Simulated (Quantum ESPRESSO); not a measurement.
# Collinear magnetic orders of CrO2 with Quantum ESPRESSO, part 2 of 2

Wanted: the moments of CrO2 and the energy of each order that was tried.

Quantum ESPRESSO 7.5; PBEsol; plane waves with GBRV 1.5 PBEsol potentials, no spin-orbit coupling.

So far, absolute magnetization (μB): step 2 (start 1: ferro ++) 4.65.

## Step 3: Run 2 (antiferro +−)

pw.in

```
&CONTROL
  calculation = 'scf'
  prefix = 'pwscf'
  outdir = './tmp'
  pseudo_dir = './pseudo'
  disk_io = 'nowf'
/
&SYSTEM
  ibrav = 0
  nat = 6
  ntyp = 3
  ecutwfc = 40
  ecutrho = 280
  nbnd = 36
  occupations = 'smearing'
  smearing = 'fd'
  degauss = 0.00367493
  nspin = 2
  starting_magnetization(1) = 0.2143
  starting_magnetization(2) = -0.2143
  starting_magnetization(3) = 0
/
&ELECTRONS
  conv_thr = 1.2d-08
  electron_maxstep = 150
  mixing_beta = 0.3
/
ATOMIC_SPECIES
Cr1    51.9961 cr_pbesol_v1.5.uspp.F.UPF
Cr2    51.9961 cr_pbesol_v1.5.uspp.F.UPF
O      15.9990 o_pbesol_v1.2.uspp.F.UPF
CELL_PARAMETERS angstrom
   4.4210000000    0.0000000000    0.0000000000
   0.0000000000    4.4210000000    0.0000000000
   0.0000000000    0.0000000000    2.9170000000
ATOMIC_POSITIONS crystal
Cr1     0.0000000000    0.0000000000    0.0000000000
Cr2     0.5000000000    0.5000000000    0.5000000000
O       0.3010000000    0.3010000000    0.0000000000
O       0.1990000000    0.8010000000    0.5000000000
O       0.6990000000    0.6990000000    0.0000000000
O       0.8010000000    0.1990000000    0.5000000000
K_POINTS automatic
6 6 6 0 0 0
```

Launch:

```console
OMP_NUM_THREADS=1 mpirun -n 4 pw.x -nk 4 -in pw.in > pw.out
```

What it wrote:

```text
[banner, memory and clock lines left out]
Program PWSCF v.7.5 starts

     Message from routine setup:
     using ibrav=0 with symmetry is DISCOURAGED, use correct ibrav instead

     bravais-lattice index     =            0
     lattice parameter (alat)  =       8.3545  a.u.
     unit-cell volume          =     384.7460 (a.u.)^3
     number of atoms/cell      =            6
     number of atomic types    =            3
     number of electrons       =        52.00
     number of Kohn-Sham states=           36
     kinetic-energy cutoff     =      40.0000  Ry
     charge density cutoff     =     280.0000  Ry
     scf convergence threshold =      1.2E-08
     mixing beta               =       0.3000
     number of iterations used =            8  plain     mixing
     Exchange-correlation= SLA  PW   PSX  PSC
                           (   1   4  10   8   0   0   0)

     celldm(1)=   8.354479  celldm(2)=   0.000000  celldm(3)=   0.000000
     celldm(4)=   0.000000  celldm(5)=   0.000000  celldm(6)=   0.000000

     crystal axes: (cart. coord. in units of alat)
               a(1) = (   1.000000   0.000000   0.000000 )
               a(2) = (   0.000000   1.000000   0.000000 )
               a(3) = (   0.000000   0.000000   0.659805 )

     reciprocal axes: (cart. coord. in units 2 pi/alat)
               b(1) = (  1.000000  0.000000  0.000000 )
               b(2) = (  0.000000  1.000000  0.000000 )
               b(3) = (  0.000000  0.000000  1.515598 )

     PseudoPot. # 1 for Cr read from file:
     cr_pbesol_v1.5.uspp.F.UPF
     Pseudo is Ultrasoft + core correction, Zval = 14.0

     PseudoPot. # 2 for Cr read from file:
     cr_pbesol_v1.5.uspp.F.UPF
     Pseudo is Ultrasoft + core correction, Zval = 14.0

     PseudoPot. # 3 for O  read from file:
     o_pbesol_v1.2.uspp.F.UPF
     Pseudo is Ultrasoft + core correction, Zval =  6.0

     atomic species   valence    mass     pseudopotential
     Cr1              14.00    51.99610     Cr( 1.00)
     Cr2              14.00    51.99610     Cr( 1.00)
     O                 6.00    15.99900     O ( 1.00)

     Starting magnetic structure
     atomic species   magnetization
     Cr1             0.214
     Cr2            -0.214
     O               0.000

      8 Sym. Ops., with inversion, found

   Cartesian axes

     site n.     atom                  positions (alat units)
         1        Cr1    tau(   1) = (   0.0000000   0.0000000   0.0000000  )
         2        Cr2    tau(   2) = (   0.5000000   0.5000000   0.3299027  )
         3        O      tau(   3) = (   0.3010000   0.3010000   0.0000000  )
         4        O      tau(   4) = (   0.1990000   0.8010000   0.3299027  )
         5        O      tau(   5) = (   0.6990000   0.6990000   0.0000000  )
         6        O      tau(   6) = (   0.8010000   0.1990000   0.3299027  )

     number of k points=    52  Fermi-Dirac smearing, width (Ry)=  0.0037
                       cart. coord. in units 2pi/alat
        k(    1) = (   0.0000000   0.0000000   0.0000000), wk =   0.0046296
        k(    2) = (   0.0000000   0.0000000   0.2525997), wk =   0.0092593
        k(    3) = (   0.0000000   0.0000000   0.5051994), wk =   0.0092593
        k(    4) = (   0.0000000   0.0000000  -0.7577991), wk =   0.0046296
        k(    5) = (   0.0000000   0.1666667   0.0000000), wk =   0.0185185
        [... 47 further k-points ...]

     Dense  grid:    30497 G-vectors     FFT dimensions: (  45,  45,  30)

     Smooth grid:    13155 G-vectors     FFT dimensions: (  36,  36,  24)

     Check: negative core charge=   -0.000008
     Generating pointlists ...
     new r_m :   0.1756 (alat units)  1.4670 (a.u.) for type    1
     new r_m :   0.1756 (alat units)  1.4670 (a.u.) for type    2
     new r_m :   0.1756 (alat units)  1.4670 (a.u.) for type    3

     Initial potential from superposition of free atoms

     starting charge      50.0000, renormalised to      52.0000

     negative rho (up, down):  1.156E-03 7.444E-04
     Starting wfcs are   36 randomized atomic wfcs

     Self-consistent Calculation

     iteration #  1     ecut=    40.00 Ry     beta= 0.30
     Davidson diagonalization with overlap
     ethr =  1.00E-02,  avg # of iterations =  5.2

     negative rho (up, down):  1.759E-03 1.224E-03

     total energy              =    -479.13544765 Ry
     estimated scf accuracy    <       3.39341469 Ry

     total magnetization       =    -0.00 Bohr mag/cell
     absolute magnetization    =     3.76 Bohr mag/cell

     iteration #  2     ecut=    40.00 Ry     beta= 0.30
     Davidson diagonalization with overlap
     ethr =  6.53E-03,  avg # of iterations =  2.0

     negative rho (up, down):  1.650E-03 1.302E-03

     total energy              =    -479.60454781 Ry
     estimated scf accuracy    <       1.75297558 Ry

     total magnetization       =     0.00 Bohr mag/cell
     absolute magnetization    =     4.43 Bohr mag/cell

     [... further iterations left out ...]

     iteration # 14     ecut=    40.00 Ry     beta= 0.30
     Davidson diagonalization with overlap
     ethr =  2.74E-10,  avg # of iterations =  2.0

     negative rho (up, down):  3.071E-03 1.970E-03

     total energy              =    -479.94741799 Ry
     estimated scf accuracy    <       0.00000005 Ry

     total magnetization       =     0.00 Bohr mag/cell
     absolute magnetization    =     3.83 Bohr mag/cell

     iteration # 15     ecut=    40.00 Ry     beta= 0.30
     Davidson diagonalization with overlap
     ethr =  9.13E-11,  avg # of iterations =  2.0

     negative rho (up, down):  3.071E-03 1.970E-03

     Magnetic moment per site  (integrated on atomic sphere of radius R)
     atom   1 (R=0.176)  charge= 10.5354  magn=  1.4803
     atom   2 (R=0.176)  charge= 10.5376  magn= -1.4808
     atom   3 (R=0.176)  charge=  5.1979  magn=  0.0188
     atom   4 (R=0.176)  charge=  5.1965  magn= -0.0188
     atom   5 (R=0.176)  charge=  5.1979  magn=  0.0188
     atom   6 (R=0.176)  charge=  5.1965  magn= -0.0188

     End of self-consistent calculation

     Number of k-points >= 100: set verbosity='high' to print the bands.

     the Fermi energy is    10.5640 ev

!    total energy              =    -479.94741807 Ry
     estimated scf accuracy    <          3.9E-09 Ry
     smearing contrib. (-TS)   =      -0.00242710 Ry
     internal energy E=F+TS    =    -479.94499096 Ry

     The total energy is F=E-TS. E is the sum of the following terms:
     one-electron contribution =    -202.54822180 Ry
     hartree contribution      =     127.22862498 Ry
     xc contribution           =     -72.98904078 Ry
     ewald contribution        =    -331.63635336 Ry

     total magnetization       =     0.00 Bohr mag/cell
     absolute magnetization    =     3.83 Bohr mag/cell

     convergence has been achieved in  15 iterations
```

The job ended after 31 s (4 MPI ranks of Arm Neoverse V2, shared host; peak memory 0.51 GiB).

Spin moment in the atom's sphere by atom:

| atom | spin moment in the atom's sphere (μB) |
| --- | --- |
| Cr1 | 1.48 |
| Cr2 | -1.48 |
| O3 | 0.02 |
| O4 | -0.02 |
| O5 | 0.02 |
| O6 | -0.02 |

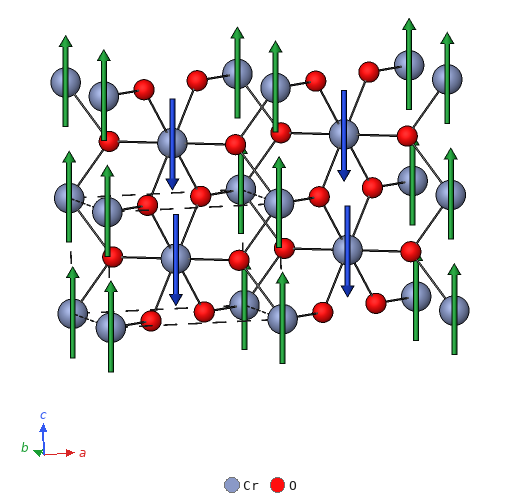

Spin moment in the atom's sphere as arrows, the longest 1.48 μB. Up and down stand for the sign. Arrows give size and sign along the axis of quantisation, drawn up and down the page. The two directions have two colours. 2×1×2 cells are drawn. Some periodic images of atoms are drawn too.

Read from the output:

- smearing term TS: 0.03302 eV
- magnetization: 0 μB
- absolute magnetization: 3.825 μB
- final state: antiferromagnetic

## Step 4: Run 3 (no spin polarisation)

Changes to pw.in since step 3:

```diff
@@ -10,3 +10,3 @@
   nat = 6
-  ntyp = 3
+  ntyp = 2
   ecutwfc = 40
@@ -17,6 +17,2 @@
   degauss = 0.00367493
-  nspin = 2
-  starting_magnetization(1) = 0.2143
-  starting_magnetization(2) = -0.2143
-  starting_magnetization(3) = 0
 /
@@ -28,4 +24,3 @@
 ATOMIC_SPECIES
-Cr1    51.9961 cr_pbesol_v1.5.uspp.F.UPF
-Cr2    51.9961 cr_pbesol_v1.5.uspp.F.UPF
+Cr     51.9961 cr_pbesol_v1.5.uspp.F.UPF
 O      15.9990 o_pbesol_v1.2.uspp.F.UPF
@@ -36,4 +31,4 @@
 ATOMIC_POSITIONS crystal
-Cr1     0.0000000000    0.0000000000    0.0000000000
-Cr2     0.5000000000    0.5000000000    0.5000000000
+Cr      0.0000000000    0.0000000000    0.0000000000
+Cr      0.5000000000    0.5000000000    0.5000000000
 O       0.3010000000    0.3010000000    0.0000000000
```

What it wrote:

```text
     [... lines left out ...]
Program PWSCF v.7.5 starts
     [... lines left out ...]
     number of atoms/cell      =            6
     [... lines left out ...]
     number of electrons       =        52.00
     number of Kohn-Sham states=           36
     kinetic-energy cutoff     =      40.0000  Ry
     charge density cutoff     =     280.0000  Ry
     scf convergence threshold =      1.2E-08
     [... lines left out ...]
     16 Sym. Ops., with inversion, found ( 8 have fractional translation)
     [... lines left out ...]
     number of k points=    40  Fermi-Dirac smearing, width (Ry)=  0.0037
     [... lines left out ...]
     iteration # 12     ecut=    40.00 Ry     beta= 0.30
     [... lines left out ...]
     the Fermi energy is    10.9435 ev
!    total energy              =    -479.89133740 Ry
     estimated scf accuracy    <          3.5E-09 Ry
     smearing contrib. (-TS)   =      -0.00522358 Ry
     [... lines left out ...]
     convergence has been achieved in  12 iterations
```

Wall time 10 s (4 MPI ranks); peak memory 0.42 GiB; 41 s of CPU time.

Numbers from this step:

| Item | Value |
| --- | --- |
| smearing term TS | 0.07107 eV |
| final state | non-magnetic (no spin polarisation) |

## Step 5: Ranking

An order is kept where moments of 0.15 μB or more survive with the typed signs; meshes match where a doubled cell samples the same k points as the first cell.

Orders:

| start | final state | typed order kept | energy over the lowest (meV a seeded atom) | largest site moment (μB) | net moment (μB a cell of the first run) | mesh matched | CPU time (s) |
| --- | --- | --- | --- | --- | --- | --- | --- |
| ferro ++ | ferromagnetic | yes | 0 | 1.728 | 4 | yes | 94.08 |
| antiferro +- | antiferromagnetic | yes | 168.6 | 1.481 | 0 | yes | 125.4 |
| no spin polarisation | non-magnetic | - | 550.1 | 0 | 0 | yes | 40.97 |

## Step 6: Results

| Property | Result |
| --- | --- |
| lowest state found | ferromagnetic (from ferro ++) |
| largest site moment | 1.73 μB |
| next state with moments | antiferromagnetic, 169 meV a seeded atom higher |
| state without moments | 550 meV a seeded atom higher |

What this shows: Only these 3 starts were compared; other wavevectors, canted and longer-period orders were not. No Hubbard term acts here. In such compounds local and semilocal functionals without one often delocalise the d electrons, and can shrink or lose moments and miss the size, sign and order of the couplings.

[Logs and program files are shortened in this print: banners, set-up blocks, solver, clock and traceback lines can be left out without a mark of their own.]

[Logs are printed without paths, hosts, clocks, repeated set-up lines and the standing remarks that a program may print on its own settings, such as how far it seeks lower states.]

[Hosts, paths, dates, database ids (printed as entryN), source tags and the programs' standing remarks are cut or masked in the printed files.]

[Where a cell is said to come from a database of computed structures, the database is the Materials Project.]
